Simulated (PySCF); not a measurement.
Dissociation curve of SMILES [CH3][GeH3] (CH₆Ge), singlet. The C1–Ge5 bond (C1 also carries H, H, H; Ge5 carries H, H, H) is stretched with both fragments frozen at the PBE0/def2-TZVP optimised geometry.

RKS-PBE = restricted PBE/cc-pVDZ (PySCF); UKS-PBE = unrestricted PBE/cc-pVDZ (PySCF 2.14.0); UHF/cc-pVDZ (PySCF).

Magnitude of the dipole moment (D; its direction can reverse along the curve, and a method can change to another solution) and Mulliken charge of the fragment that holds C1:

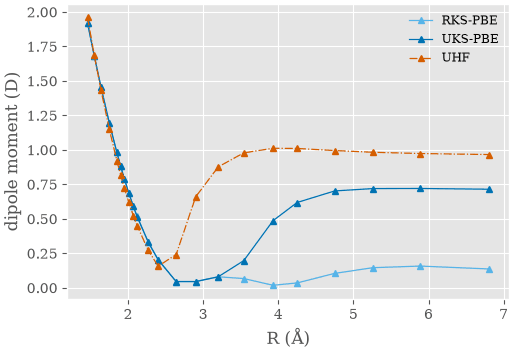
Figure. Dipole moment against bond length.

```json
[
 {"R / Å": "1.46", "μ RKS-PBE": "1.92", "q RKS-PBE": "0.09", "μ UKS-PBE": "1.92", "q UKS-PBE": "0.09", "μ UHF": "1.96", "q UHF": "-0.02"},
 {"R / Å": "1.55", "μ RKS-PBE": "1.68", "q RKS-PBE": "0.09", "μ UKS-PBE": "1.68", "q UKS-PBE": "0.09", "μ UHF": "1.69", "q UHF": "-0.03"},
 {"R / Å": "1.64", "μ RKS-PBE": "1.45", "q RKS-PBE": "0.08", "μ UKS-PBE": "1.45", "q UKS-PBE": "0.08", "μ UHF": "1.43", "q UHF": "-0.05"},
 {"R / Å": "1.75", "μ RKS-PBE": "1.20", "q RKS-PBE": "0.04", "μ UKS-PBE": "1.20", "q UKS-PBE": "0.04", "μ UHF": "1.15", "q UHF": "-0.08"},
 {"R / Å": "1.85", "μ RKS-PBE": "0.98", "q RKS-PBE": "0.01", "μ UKS-PBE": "0.98", "q UKS-PBE": "0.01", "μ UHF": "0.92", "q UHF": "-0.11"},
 {"R / Å": "1.90", "μ RKS-PBE": "0.88", "q RKS-PBE": "-0.01", "μ UKS-PBE": "0.88", "q UKS-PBE": "-0.01", "μ UHF": "0.82", "q UHF": "-0.13"},
 {"R / Å": "1.95", "μ RKS-PBE": "0.79", "q RKS-PBE": "-0.03", "μ UKS-PBE": "0.79", "q UKS-PBE": "-0.03", "μ UHF": "0.72", "q UHF": "-0.14"},
 {"R / Å": "2.01", "μ RKS-PBE": "0.69", "q RKS-PBE": "-0.04", "μ UKS-PBE": "0.69", "q UKS-PBE": "-0.04", "μ UHF": "0.62", "q UHF": "-0.15"},
 {"R / Å": "2.07", "μ RKS-PBE": "0.59", "q RKS-PBE": "-0.06", "μ UKS-PBE": "0.59", "q UKS-PBE": "-0.06", "μ UHF": "0.52", "q UHF": "-0.16"},
 {"R / Å": "2.12", "μ RKS-PBE": "0.52", "q RKS-PBE": "-0.07", "μ UKS-PBE": "0.52", "q UKS-PBE": "-0.07", "μ UHF": "0.45", "q UHF": "-0.16"},
 {"R / Å": "2.27", "μ RKS-PBE": "0.33", "q RKS-PBE": "-0.09", "μ UKS-PBE": "0.33", "q UKS-PBE": "-0.09", "μ UHF": "0.27", "q UHF": "-0.16"},
 {"R / Å": "2.40", "μ RKS-PBE": "0.20", "q RKS-PBE": "-0.09", "μ UKS-PBE": "0.20", "q UKS-PBE": "-0.09", "μ UHF": "0.16", "q UHF": "-0.16"},
 {"R / Å": "2.64", "μ RKS-PBE": "0.04", "q RKS-PBE": "-0.08", "μ UKS-PBE": "0.05", "q UKS-PBE": "-0.08", "μ UHF": "0.24", "q UHF": "-0.11"},
 {"R / Å": "2.90", "μ RKS-PBE": "0.05", "q RKS-PBE": "-0.06", "μ UKS-PBE": "0.05", "q UKS-PBE": "-0.06", "μ UHF": "0.66", "q UHF": "-0.04"},
 {"R / Å": "3.20", "μ RKS-PBE": "0.08", "q RKS-PBE": "-0.05", "μ UKS-PBE": "0.08", "q UKS-PBE": "-0.05", "μ UHF": "0.88", "q UHF": "-0.01"},
 {"R / Å": "3.54", "μ RKS-PBE": "0.07", "q RKS-PBE": "-0.03", "μ UKS-PBE": "0.20", "q UKS-PBE": "-0.02", "μ UHF": "0.98", "q UHF": "0.00"},
 {"R / Å": "3.93", "μ RKS-PBE": "0.02", "q RKS-PBE": "-0.02", "μ UKS-PBE": "0.49", "q UKS-PBE": "-0.01", "μ UHF": "1.01", "q UHF": "0.00"},
 {"R / Å": "4.25", "μ RKS-PBE": "0.04", "q RKS-PBE": "-0.02", "μ UKS-PBE": "0.62", "q UKS-PBE": "0.00", "μ UHF": "1.01", "q UHF": "0.00"},
 {"R / Å": "4.75", "μ RKS-PBE": "0.10", "q RKS-PBE": "-0.02", "μ UKS-PBE": "0.70", "q UKS-PBE": "0.00", "μ UHF": "1.00", "q UHF": "0.00"},
 {"R / Å": "5.26", "μ RKS-PBE": "0.15", "q RKS-PBE": "-0.02", "μ UKS-PBE": "0.72", "q UKS-PBE": "0.00", "μ UHF": "0.98", "q UHF": "0.00"},
 {"R / Å": "5.89", "μ RKS-PBE": "0.16", "q RKS-PBE": "-0.02", "μ UKS-PBE": "0.72", "q UKS-PBE": "0.00", "μ UHF": "0.97", "q UHF": "0.00"},
 {"R / Å": "6.81", "μ RKS-PBE": "0.14", "q RKS-PBE": "-0.02", "μ UKS-PBE": "0.72", "q UKS-PBE": "0.00", "μ UHF": "0.97", "q UHF": "0.00"}
]
```

The restricted form behind RKS-PBE keeps the bonding electrons paired and can't separate into open-shell fragments. The unrestricted determinant behind UKS-PBE is spin-contaminated at 3.54 to 6.81 Å (<S²> up to 1.0, against 0.00 for a pure singlet). The unrestricted determinant behind UHF is spin-contaminated at 2.64 to 6.81 Å (<S²> up to 1.0, against 0.00 for a pure singlet).
